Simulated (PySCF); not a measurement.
H8SeSi2, SMILES `[SiH3][SiH3].[SeH2]`.

Computed with PySCF, PBE/def2-SVP, geometry: GFN2-xTB. GFN2-xTB bond lengths at metals and heavier atoms can be off by up to 0.1 Å and shapes distorted, which carries into these values.

Coordinates in Å:

```
Si1     -2.0846   -1.1226    0.0155
Si2     -1.9086    1.1777   -0.0177
H3      -3.3701   -1.5849   -0.5154
H4      -1.0456   -1.7771   -0.7857
H5      -1.9711   -1.6713    1.3699
H6      -3.0642    1.8444    0.5881
H7      -1.7809    1.7188   -1.3738
H8      -0.7307    1.6601    0.7201
Se9      1.8344   -0.0493   -0.0071
H10      3.1877   -0.5032   -0.2041
H11      2.3092    1.2206    0.4731
```

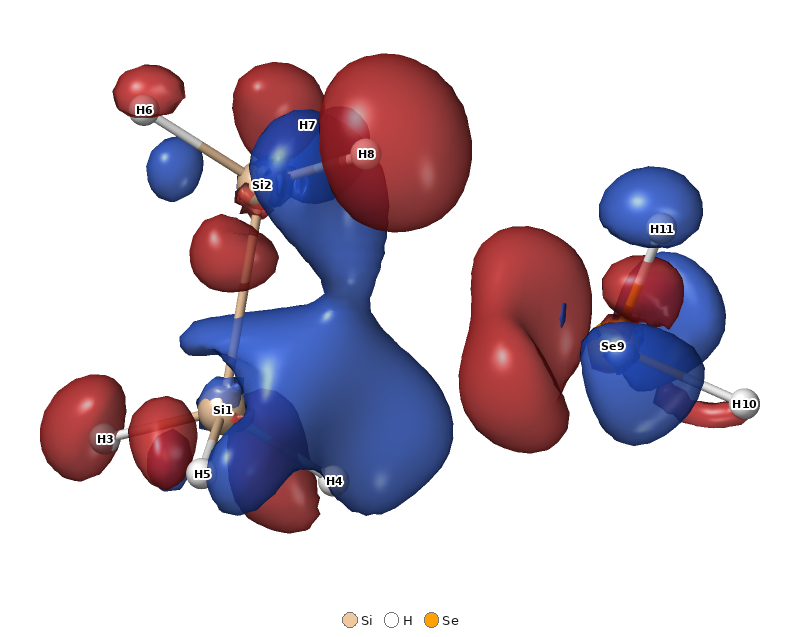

Density of the complex less the densities of the two fragments at the same geometry, ±0.0006 e/Å³ (red: gain, blue: loss). Fragment A: Si2H6 (atoms 1–8); fragment B: H2Se.

> Which way does charge flow?

Hirshfeld charges show almost no net transfer (under 0.005 e). 0.02 e is displaced in all, which induces a dipole of 0.08 D.

> What is the interaction energy, and which contacts carry it?

The counterpoise-corrected interaction energy of the frozen fragments is −0.3 kcal/mol without dispersion correction and −1.9 kcal/mol with D3(BJ). The pair geometry is semi-empirical, not a minimum at this level. Contacts: H8···Se9, 3.17 Å, ρ = 0.005 a.u.; H4···Se9, 3.45 Å, ρ = 0.004 a.u. The pose is a local one from a semi-empirical search, not shown to be the most stable.

Run time: 70 s on 1 thread of Intel(R) Xeon(R) Processor @ 2.50GHz (Skylake/Cascade Lake), on a shared host, peak memory 0.46 GiB.
